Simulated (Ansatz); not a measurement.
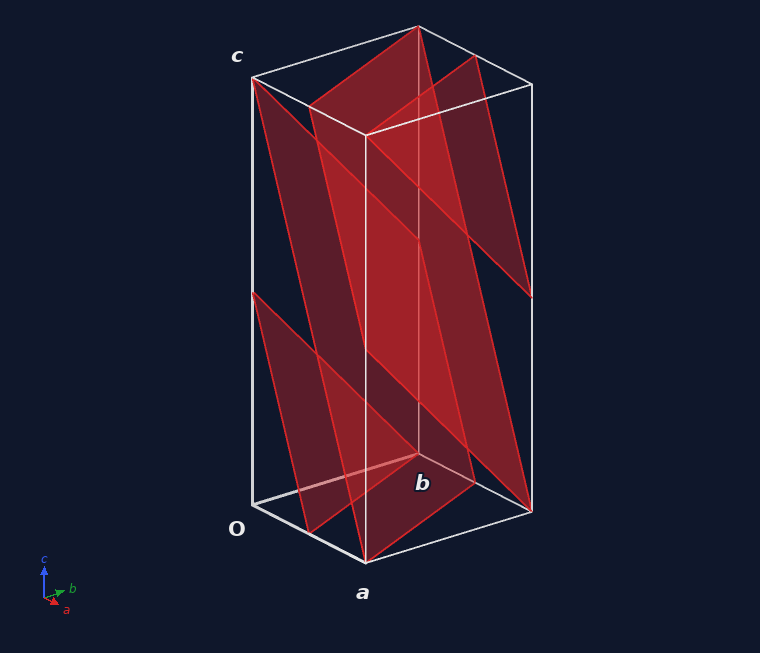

Crystal: Lu, coordinates from a relaxation at fixed volume with DFT HSE06, scalar-relativistic, plane waves, PAW (Ansatz). Every member of one family of equally spaced planes, hx + ky + lz = a whole number, that cuts the unit cell is shaded (one member passes through the origin O, touching the cell only at an edge or corner). Symmetry computed with spglib at a tolerance of 0.002 Å; standard conventional cell.

a = 3.561 Å, b = 3.561 Å, c = 5.553 Å, α = 90.00°, β = 90.00°, γ = 120.00°.

**What are the Miller indices?**

(2 1 2), in four indices (2 1 −3 2); the opposite sign names the same planes. The member next to the origin meets the axes a at 1/2, b at 1, c at 1/2.

**What is the spacing?**

d = 1.075 Å.

**The space group is No. 194, P6_3/mmc. How many reflections hkl are equivalent to this one (itself included), and does it occur?**

24 reflections are equivalent in the Laue class 6/mmm. The space group allows the reflection.
